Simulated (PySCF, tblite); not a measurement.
# C₂H₇B₂F₃N₂: dynamics, then NMR shifts on frames, part 2 of 2

tblite 0.8.0 and PySCF 2.14.0. Atoms count from 0. The steps go on from the part before.

## 5. Nuclear shieldings: 625 fs, PBE0/pcSseg-1

Job settings and geometry (Å):

```
{"job": {"kind": "nmr", "xc": "PBE0", "basis": "pcSseg-1", "pop": false}, "charge": 0, "multiplicity": 1}
F      1.070100     0.224500    -1.812800
C      1.173100    -0.741100    -0.836700
F      2.006000    -1.656100    -1.300900
C      0.610300    -0.700700     0.339200
F      0.803100    -1.876700     0.998300
B     -0.508300     0.279300     0.934800
N     -1.839000     0.203200     0.214900
B     -2.555900    -0.351900     1.419000
N     -1.133300    -0.381200     2.190700
H     -0.297000     1.368200     1.350300
H     -2.180900     1.041900    -0.183100
H     -1.796900    -0.466500    -0.512600
H     -3.168700     0.320200     2.028300
H     -3.117600    -1.478100     1.161300
H     -1.091900     0.178100     3.021200
H     -0.725700    -1.350300     2.429500
```

Level: GIAO PBE0/pcSseg-1 NMR shielding, non-relativistic, gas phase.

The program printed:

```text
coarse grid: 14072 points
cycle   1  E = -538.3814632830  dE =  1.504e+00  |g| = 7.991e-01  |ddm| = 3.542e+00
cycle   2  E = -538.2658371339  dE =  1.156e-01  |g| = 1.173e+00  |ddm| = 1.356e+00
cycle   3  E = -538.5017602869  dE = -2.359e-01  |g| = 9.895e-02  |ddm| = 8.380e-01
cycle   4  E = -538.5035108970  dE = -1.751e-03  |g| = 4.855e-02  |ddm| = 1.199e-01
cycle   5  E = -538.5039626184  dE = -4.517e-04  |g| = 1.348e-02  |ddm| = 4.741e-02
cycle   6  E = -538.5039944431  dE = -3.182e-05  |g| = 4.189e-03  |ddm| = 1.258e-02
cycle   7  E = -538.5039983239  dE = -3.881e-06  |g| = 1.093e-03  |ddm| = 4.261e-03
final grid: 139232 points
cycle   8  E = -538.5628448738  dE = -5.936e-05  |g| = 1.139e-02  |ddm| = 3.379e-02
cycle   9  E = -538.5628199652  dE =  2.491e-05  |g| = 1.645e-02  |ddm| = 2.047e-02
cycle  10  E = -538.5628712171  dE = -5.125e-05  |g| = 1.113e-03  |ddm| = 1.167e-02
cycle  11  E = -538.5628714283  dE = -2.112e-07  |g| = 3.772e-04  |ddm| = 1.071e-03
cycle  12  E = -538.5628714552  dE = -2.695e-08  |g| = 1.231e-04  |ddm| = 3.742e-04
cycle  13  E = -538.5628714587  dE = -3.423e-09  |g| = 3.119e-05  |ddm| = 1.171e-04
cycle  14  E = -538.5628714588  dE = -1.776e-10  |g| = 1.102e-05  |ddm| = 3.107e-05
converged SCF energy = -538.5628714588

GIAO shielding tensors (ppm)
atom      isotropic    diamagn.    paramagn.     s11        s22        s33       span
  0 F      281.713     476.230    -194.517    218.226    281.931    344.981    126.755
  1 C       10.778     249.213    -238.435    -59.313     41.989     49.658    108.971
  2 F      261.419     471.330    -209.911    237.722    263.582    282.953     45.231
  3 C       46.663     253.716    -207.053      3.048     45.316     91.625     88.577
  4 F      389.437     471.257     -81.820    296.753    411.492    460.066    163.313
  5 B      119.009     182.250     -63.241    104.617    123.062    129.348     24.730
  6 N      237.258     319.736     -82.478    214.926    244.977    251.871     36.945
  7 B      115.663     188.205     -72.542    100.997    112.175    133.818     32.821
  8 N      235.545     319.892     -84.347    222.494    230.579    253.561     31.067
  9 H       27.731      30.332      -2.601     25.078     26.791     31.325      6.246
 10 H       30.085      31.611      -1.526     24.129     25.821     40.304     16.176
 11 H       30.054      33.627      -3.573     25.277     26.400     38.486     13.208
 12 H       29.343      30.406      -1.063     25.806     29.251     32.973      7.167
 13 H       27.195      26.282       0.913     23.977     26.398     31.209      7.233
 14 H       29.869      30.273      -0.404     23.292     26.018     40.297     17.005
 15 H       27.225      28.287      -1.061     20.761     25.717     35.198     14.437
```

Run time: 25 s. Hardware: 1 thread of Arm Neoverse V1, shared host; peak memory 0.85 GiB.

This run: δ C1 176.1, C3 140.3, F2 -90.5, F0 -110.8, H13 4.52, H15 4.49 ppm.

## 6. Nuclear shieldings: 800 fs, PBE0/pcSseg-1

Job settings and geometry (Å):

```
{"job": {"kind": "nmr", "xc": "PBE0", "basis": "pcSseg-1", "pop": false}, "charge": 0, "multiplicity": 1}
F      1.483200     0.084900    -1.205100
C      1.444700    -0.803700    -0.285600
F      2.419500    -1.735800    -0.529800
C      0.632600    -0.947400     0.698600
F      0.744800    -2.122500     1.421200
B     -0.309900     0.211900     1.356900
N     -1.493600     0.650200     0.417000
B     -2.412000    -0.201100     1.621800
N     -1.197400    -0.441000     2.525900
H      0.407900     1.183600     1.531800
H     -1.722700     1.638900     0.337700
H     -1.424700     0.315000    -0.515800
H     -3.097400     0.636600     1.898900
H     -3.003400    -1.129200     1.293100
H     -1.309900     0.050900     3.377300
H     -0.909300    -1.422300     2.716800
```

Level: GIAO PBE0/pcSseg-1 NMR shielding, non-relativistic, gas phase.

The program printed:

```text
coarse grid: 14072 points
cycle   1  E = -538.3950454903  dE =  1.360e+00  |g| = 7.573e-01  |ddm| = 3.580e+00
cycle   2  E = -538.3063224405  dE =  8.872e-02  |g| = 1.084e+00  |ddm| = 1.276e+00
cycle   3  E = -538.5016426622  dE = -1.953e-01  |g| = 1.081e-01  |ddm| = 7.949e-01
cycle   4  E = -538.5036673987  dE = -2.025e-03  |g| = 4.970e-02  |ddm| = 1.273e-01
cycle   5  E = -538.5040706621  dE = -4.033e-04  |g| = 1.197e-02  |ddm| = 4.701e-02
cycle   6  E = -538.5040937124  dE = -2.305e-05  |g| = 3.299e-03  |ddm| = 1.033e-02
cycle   7  E = -538.5040960950  dE = -2.383e-06  |g| = 8.644e-04  |ddm| = 3.444e-03
final grid: 139232 points
cycle   8  E = -538.5642980762  dE = -6.640e-05  |g| = 9.738e-03  |ddm| = 3.380e-02
cycle   9  E = -538.5642816048  dE =  1.647e-05  |g| = 1.378e-02  |ddm| = 1.908e-02
cycle  10  E = -538.5643190145  dE = -3.741e-05  |g| = 1.275e-03  |ddm| = 1.050e-02
cycle  11  E = -538.5643193122  dE = -2.977e-07  |g| = 3.439e-04  |ddm| = 1.195e-03
cycle  12  E = -538.5643193324  dE = -2.018e-08  |g| = 1.303e-04  |ddm| = 3.102e-04
cycle  13  E = -538.5643193361  dE = -3.764e-09  |g| = 2.426e-05  |ddm| = 1.097e-04
cycle  14  E = -538.5643193362  dE = -9.913e-11  |g| = 1.108e-05  |ddm| = 2.947e-05
converged SCF energy = -538.5643193362

GIAO shielding tensors (ppm)
atom      isotropic    diamagn.    paramagn.     s11        s22        s33       span
  0 F      310.677     474.798    -164.121    279.716    306.739    345.576     65.860
  1 C       19.021     247.383    -228.362    -49.817     51.290     55.590    105.407
  2 F      259.834     472.091    -212.257    224.457    242.450    312.595     88.138
  3 C       45.788     257.607    -211.819     15.522     36.686     85.157     69.635
  4 F      385.450     470.569     -85.118    309.710    403.583    443.058    133.348
  5 B      113.126     188.994     -75.868     97.325    114.560    127.494     30.169
  6 N      242.638     320.232     -77.594    204.836    235.989    287.088     82.252
  7 B      110.429     185.374     -74.945     89.883    107.252    134.151     44.269
  8 N      249.559     319.062     -69.503    234.992    239.495    274.190     39.198
  9 H       27.022      30.074      -3.053     25.028     26.025     30.012      4.984
 10 H       30.181      32.358      -2.177     23.276     26.617     40.650     17.374
 11 H       31.418      35.293      -3.875     24.567     28.812     40.875     16.308
 12 H       28.704      29.794      -1.090     24.148     29.298     32.665      8.517
 13 H       28.419      28.663      -0.244     24.780     28.471     32.005      7.225
 14 H       29.975      28.203       1.772     22.353     26.347     41.227     18.874
 15 H       28.071      28.669      -0.598     20.795     25.953     37.464     16.669
```

Run time: 24 s. Hardware: 1 thread of Arm Neoverse V1, shared host; peak memory 0.86 GiB.

This run: δ C1 167.9, C3 141.1, F2 -88.9, F0 -139.7, H9 4.70, H15 3.65 ppm.

## 7. Nuclear shieldings: 1000 fs, PBE0/pcSseg-1

Job settings and geometry (Å):

```
{"job": {"kind": "nmr", "xc": "PBE0", "basis": "pcSseg-1", "pop": false}, "charge": 0, "multiplicity": 1}
F      2.336000     0.311700    -0.018900
C      1.673600    -0.774900     0.034000
F      2.086900    -1.781600    -0.768100
C      0.497700    -0.722600     0.701900
F     -0.185200    -1.922100     0.777000
B     -0.065900     0.636600     1.308200
N     -1.006100     1.311900     0.230100
B     -1.979700     1.648900     1.406300
N     -1.307700     0.453200     2.309700
H      0.755900     1.298000     1.799500
H     -0.751100     2.203500    -0.169600
H     -1.387300     0.672500    -0.514200
H     -1.691200     2.689400     1.859000
H     -3.092600     1.424300     1.112700
H     -1.186700     0.763800     3.264200
H     -1.842300    -0.431900     2.306200
```

With the program's defaults for keys left out, this is: GIAO PBE0/pcSseg-1 NMR shielding, non-relativistic, gas phase.

The program printed:

```text
coarse grid: 14072 points
cycle   1  E = -538.3984192865  dE =  1.315e+00  |g| = 7.818e-01  |ddm| = 3.535e+00
cycle   2  E = -538.2772416667  dE =  1.212e-01  |g| = 1.162e+00  |ddm| = 1.307e+00
cycle   3  E = -538.5135258638  dE = -2.363e-01  |g| = 1.305e-01  |ddm| = 8.407e-01
cycle   4  E = -538.5165117916  dE = -2.986e-03  |g| = 6.814e-02  |ddm| = 1.681e-01
cycle   5  E = -538.5173905452  dE = -8.788e-04  |g| = 1.586e-02  |ddm| = 6.090e-02
cycle   6  E = -538.5174371521  dE = -4.661e-05  |g| = 5.558e-03  |ddm| = 1.557e-02
cycle   7  E = -538.5174438064  dE = -6.654e-06  |g| = 1.605e-03  |ddm| = 5.235e-03
final grid: 139232 points
cycle   8  E = -538.5770967106  dE = -6.825e-05  |g| = 1.145e-02  |ddm| = 3.155e-02
cycle   9  E = -538.5770668583  dE =  2.985e-05  |g| = 1.730e-02  |ddm| = 2.164e-02
cycle  10  E = -538.5771240432  dE = -5.718e-05  |g| = 1.437e-03  |ddm| = 1.232e-02
cycle  11  E = -538.5771244515  dE = -4.082e-07  |g| = 4.753e-04  |ddm| = 1.467e-03
cycle  12  E = -538.5771244988  dE = -4.736e-08  |g| = 1.695e-04  |ddm| = 5.000e-04
cycle  13  E = -538.5771245049  dE = -6.129e-09  |g| = 4.208e-05  |ddm| = 1.525e-04
cycle  14  E = -538.5771245052  dE = -3.045e-10  |g| = 1.343e-05  |ddm| = 4.056e-05
converged SCF energy = -538.5771245052

GIAO shielding tensors (ppm)
atom      isotropic    diamagn.    paramagn.     s11        s22        s33       span
  0 F      304.419     474.169    -169.750    283.477    298.140    331.641     48.164
  1 C       17.125     253.617    -236.492    -67.752     55.769     63.358    131.110
  2 F      267.887     473.337    -205.450    224.259    272.283    307.119     82.860
  3 C       34.085     255.799    -221.714    -12.010     38.959     75.307     87.317
  4 F      378.605     474.284     -95.678    312.979    363.135    459.701    146.722
  5 B      114.325     184.751     -70.426    101.244    115.478    126.254     25.010
  6 N      222.585     317.513     -94.928    200.787    225.390    241.577     40.790
  7 B      115.720     190.500     -74.781    103.174    114.627    129.358     26.184
  8 N      238.875     317.122     -78.247    225.119    230.225    261.281     36.163
  9 H       27.874      30.679      -2.805     25.746     27.484     30.391      4.646
 10 H       29.112      31.588      -2.476     22.650     25.894     38.791     16.141
 11 H       28.689      31.615      -2.926     24.156     25.713     36.199     12.043
 12 H       28.580      29.335      -0.755     25.190     28.557     31.993      6.804
 13 H       28.629      28.402       0.227     24.790     28.013     33.084      8.294
 14 H       29.936      27.947       1.989     22.815     25.905     41.089     18.274
 15 H       28.922      29.520      -0.598     23.450     25.783     37.534     14.084
```

It took 24 s on 1 thread of Arm Neoverse V1, shared host; peak memory 0.85 GiB.

Key values: δ C1 169.8, C3 152.8, F2 -96.9, F0 -133.5, H9 3.84, H12 3.14 ppm.

## 8. Side by side: NMR shifts

Shifts (ppm) of some atoms, chosen among heavy atoms and hydrogens apart, with basis size and wall time:

| frame | C3 | H11 | H14 | F2 | F0 | N6 | N8 | functions | time |
| --- | --- | --- | --- | --- | --- | --- | --- | --- | --- |
| 250 fs | 136.3 | 2.67 | 0.86 | -103.4 | -125.4 | 36.3 | 13.6 | 188 | 25 s |
| 425 fs | 146.8 | 2.94 | 4.93 | -87.4 | -121.8 | 58.7 | 35.5 | 188 | 25 s |
| 625 fs | 140.3 | 1.66 | 1.85 | -90.5 | -110.8 | 30.5 | 32.2 | 188 | 25 s |
| 800 fs | 141.1 | 0.30 | 1.74 | -88.9 | -139.7 | 25.1 | 18.2 | 188 | 24 s |
| 1000 fs | 152.8 | 3.03 | 1.78 | -96.9 | -133.5 | 45.1 | 28.9 | 188 | 24 s |

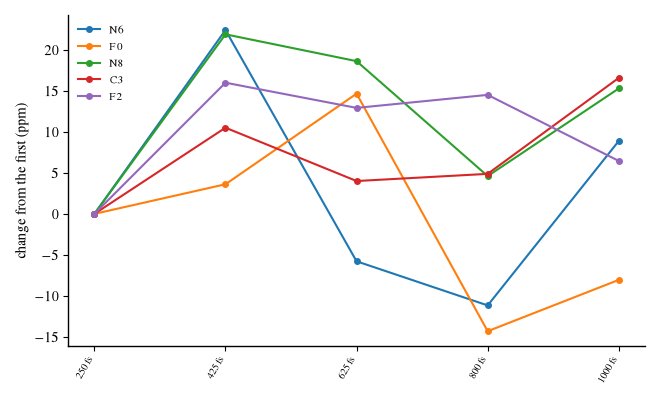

How five of the tabulated atoms move from run to run.

## 9. What came out

What follows sums up all 2 parts.

```
                                           quantity                                         value
                                         thermostat                                         400 K
                      mean temperature, second half                                         374 K
            mean potential energy above the minimum                                       0.66 eV
     13C shifts against TMS (PBE0/pcSseg-1, 250 fs)                              170.3, 136.3 ppm
      1H shifts against TMS (PBE0/pcSseg-1, 250 fs)  4.53, 3.98, 3.84, 3.65, 2.67, 2.04, 0.86 ppm
   19F shifts against CFCl3 (PBE0/pcSseg-1, 250 fs)                    -103.4, -125.4, -203.3 ppm
11B shifts against BF3·OEt2 (PBE0/pcSseg-1, 250 fs)                              -13.0, -17.1 ppm
     15N shifts against NH3 (PBE0/pcSseg-1, 250 fs)                                36.3, 13.6 ppm
                           range of the shift of N6                              25.1 to 58.7 ppm
```

**Reading.** In the second half the potential energy averages 0.66 eV above the minimum; equipartition over 42 harmonic modes at 400 K would give 0.72 eV. With 16 atoms the temperature swings widely (211 to 629 K). Shifts at one fixed geometry are not the observed spectrum, which averages over the motion. In ppm, N6 moves most: its shift spreads over 33.6 ppm, from 25.1 (800 fs) to 58.7 (425 fs).
